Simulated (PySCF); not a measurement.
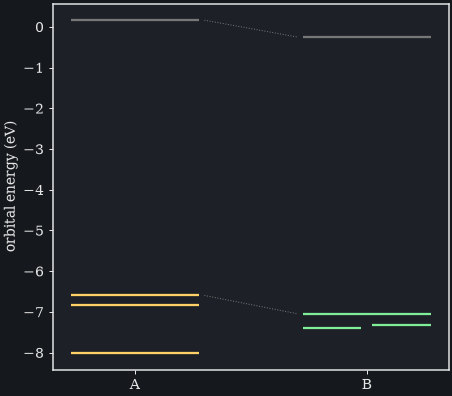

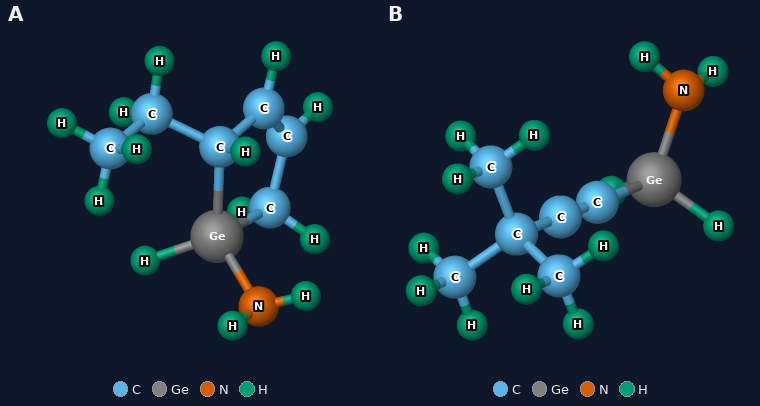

Related molecules: A is C₆H₁₃GeN, SMILES CC[C@@H]1C=C[CH2][Ge@H]1[NH2], singlet; B is C₆H₁₃GeN, SMILES CC(C)(C)C#[C][GeH2][NH2], singlet. Frontier orbital energies, B3LYP/def2-SVPD, PySCF, at a PBE0-D3(BJ)/def2-SVP geometry (no frequency check); drawn are at most three filled levels and, in grey, the LUMO with any level within 0.03 eV of it; dotted lines join the HOMOs and the LUMOs.

What does the change do to the frontier levels?

From A to B the HOMO falls by 0.45 eV and the LUMO falls by 0.41 eV, so the separation goes from 6.76 to 6.79 eV.

Does the ΔSCF ionisation energy follow the HOMO?

A: −ε(HOMO) 6.60, ΔSCF 8.57 eV; B: −ε(HOMO) 7.04, ΔSCF 9.35 eV.

Limits of at least one run: empty levels above zero depend strongly on the basis; one conformer of a flexible molecule.
